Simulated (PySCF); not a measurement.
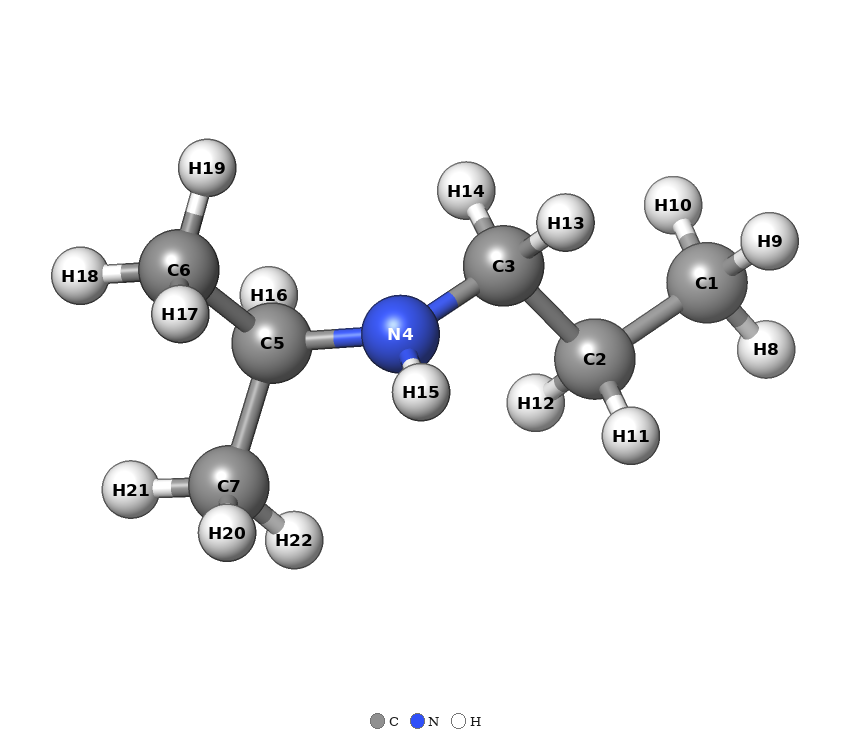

Charge +1, doublet. Computed geometry: GFN2-xTB optimisation. No frequency run is at hand to confirm it as a minimum. Method: UKS B3LYP, pcH-1 on C H N, non-relativistic (PySCF 2.14.0). Fermi-contact and spin-dipolar terms alone, no spin-orbit part.

Which nucleus has the largest dipolar (anisotropic) hyperfine coupling?

14N at N4: principal values −37.6, −37.4, 75.0 MHz.

List the isotropic and dipolar parts for the most strongly coupled nuclei, one of each equivalent set.

| atom | isotope | a_iso (MHz) | dipolar part (MHz) |
| --- | --- | --- | --- |
| N4 | 14N | 36.0 | −37.6, −37.4, 75.0 |
| H15 | 1H | −55.5 | −42.2, −10.1, 52.3 |
| C2 | 13C | 47.8 | −13.4, −13.3, 26.7 |
| C6 | 13C | 51.8 | −9.6, −9.5, 19.1 |
| C7 | 13C | 28.0 | −5.7, −5.6, 11.3 |
| C3 | 13C | −31.2 | −8.3, −2.5, 10.9 |
| H13 | 1H | 90.7 | −6.3, −4.0, 10.3 |
| H11 | 1H | −8.0 | −7.2, −1.7, 8.9 |
